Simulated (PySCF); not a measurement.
**F⁵⁺: dipole response in even-tempered 20s9p6d5f5g**

Aim: the static polarisability and the C₆ coefficient of F⁵⁺, method by method.

Program: PySCF 2.14.0. Level of theory: unrestricted determinants in a Gaussian basis, no spin-orbit coupling in the energies. These are calculated values, not measurements, unless marked.

### 1 The system

- Element: fluorine (Z = 9)
- Basis: an even-tempered Gaussian basis (20 s from 0.42 bohr⁻², ratio 2.2; 9 p from 0.72 bohr⁻², ratio 2.4; 6 d from 2.2 bohr⁻², ratio 2.4; 5 f from 3.3 bohr⁻², ratio 2.4; 5 g from 4.9 bohr⁻², ratio 2.4)
- Hamiltonian: scalar relativity by spin-free X2C-1e
- State 1: F⁵⁺: [He] 2s2, closed-shell 1S
- Methods: UHF, PBE0

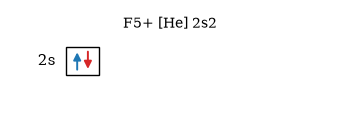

Occupation of the outer shells (arrows by Hund's rule).

One driver process ran all states and methods and kept the integrals in memory. Each run is shown as a PySCF script that sums up its settings (the driver passes frozen orbitals as a list and adds second-order terms of double hybrids); the logs are those of the runs themselves. The driver starts from symmetry-adapted Hartree-Fock orbitals, holds the occupation by maximum overlap and uses a logarithmic radial grid for functionals, so a plain start would take other cycles.

The integrals over 157 functions and the set-up took 1.6 s of CPU time.

### 2 F⁵⁺, method by method

Level: UHF.

input.py reads:

```python
from pyscf import gto, scf, dft, mp, cc
mol = gto.M(atom="F 0 0 0", charge=5, spin=0, symmetry="D2h",
            basis=gto.etbs([(0, 20, 0.42, 2.2), (1, 9, 0.72, 2.4), (2, 6, 2.2, 2.4), (3, 5, 3.3, 2.4), (4, 5, 4.9, 2.4)]),
            nucmod="G")
mf = scf.UHF(mol).sfx2c1e()
mf.irrep_nelec = {'Ag': (2, 2)}
mf.kernel()
```

What it wrote:

```text
damping factor = 0
level_shift factor = 0
DIIS = <class 'pyscf.scf.diis.CDIIS'>
diis_start_cycle = 1
diis_space = 10
diis_damp = 0
SCF conv_tol = 1e-09
SCF conv_tol_grad = None
number electrons alpha = 2  beta = 2
cycle= 1 E= -88.0222260916978  delta_E= -4.12e-12  |g|= 4.51e-07  |ddm|= 4.99e-06
converged SCF energy = -88.0222260916978  <S^2> = -2.220446e-15  2S+1 = 1
```

It used 23 s of CPU time after the integrals (shared host).

The occupied shells:

| shell | electrons | mean orbital energy (eV) | spread (eV) | rms radius (bohr) |
| --- | --- | --- | --- | --- |
| 1s | 2 | -873.27 | 0 | 0.202 |
| 2s | 2 | -154.33 | 0 | 0.874 |

⟨S²⟩ = 0.000, ⟨L²⟩ = 0.00.

The driver then solved the coupled dipole response at imaginary frequencies: mean α = 0.7842 bohr³, C₆ = 0.3984 au for a like pair.

Level: PBE0.

input.py, as changed from the run before:

```diff
@@ -4,3 +4,3 @@
             nucmod="G")
-mf = scf.UHF(mol).sfx2c1e()
+mf = dft.UKS(mol, xc="PBE0").sfx2c1e()
 mf.irrep_nelec = {'Ag': (2, 2)}
```

What it wrote:

```text
damping factor = 0
level_shift factor = 0
DIIS = <class 'pyscf.scf.diis.CDIIS'>
diis_start_cycle = 1
diis_space = 10
diis_damp = 0
SCF conv_tol = 1e-09
SCF conv_tol_grad = None
number electrons alpha = 2  beta = 2
XC functionals = PBE0
    C. Adamo and V. Barone.,  J. Chem. Phys. 110, 6158 (1999)
    M. Ernzerhof and G. E. Scuseria.,  J. Chem. Phys. 110, 5029 (1999)
cycle= 1 E= -88.076634035262  delta_E= -0.00139  |g|= 0.00488  |ddm|= 0.0465
cycle= 2 E= -88.0766342564087  delta_E= -2.21e-07  |g|= 0.000118  |ddm|= 0.000773
cycle= 3 E= -88.0766342567509  delta_E= -3.42e-10  |g|= 4.92e-06  |ddm|= 1.12e-05
converged SCF energy = -88.0766342567509  <S^2> = -2.6645353e-15  2S+1 = 1
```

It used 22 s of CPU time after the integrals (shared host).

The driver then solved the coupled dipole response at imaginary frequencies: mean α = 0.7464 bohr³, C₆ = 0.3743 au for a like pair.

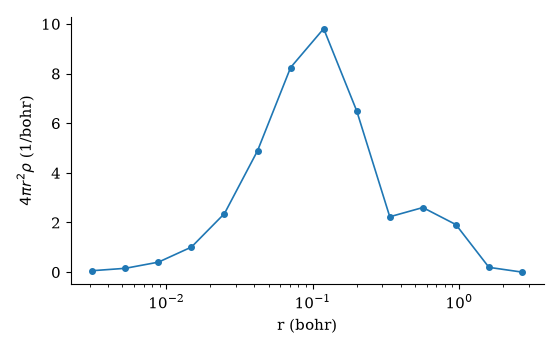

Radial density 4πr²ρ of F⁵⁺ at UHF, at 14 stored radii joined by straight lines.

### 3 The response side by side

F⁵⁺, in atomic units:

| method | mean α | C₆ (like pair) | S(−4) |
| --- | --- | --- | --- |
| UHF | 0.7842 | 0.3984 | 1.236 |
| PBE0 | 0.7464 | 0.3743 | 1.102 |

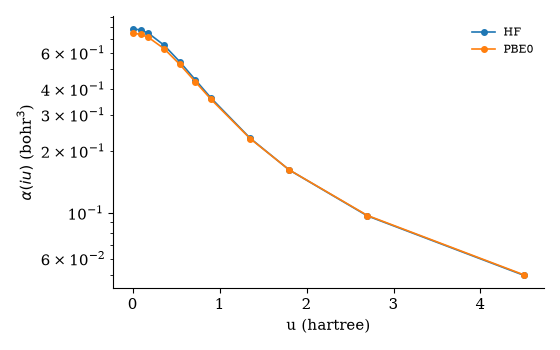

α(iu) of F⁵⁺, the polarisability at imaginary frequency, on a logarithmic scale.

### 4 Summary of results

```
quantity                                value
α of F⁵⁺  0.7464 (PBE0) to 0.7842 (UHF) bohr³
```

A single London oscillator with the computed α and C₆ of F⁵⁺ at UHF would have ω = 4 C₆ / (3 α²) = 0.864 hartree. The basis is finite, and no extrapolation was made.
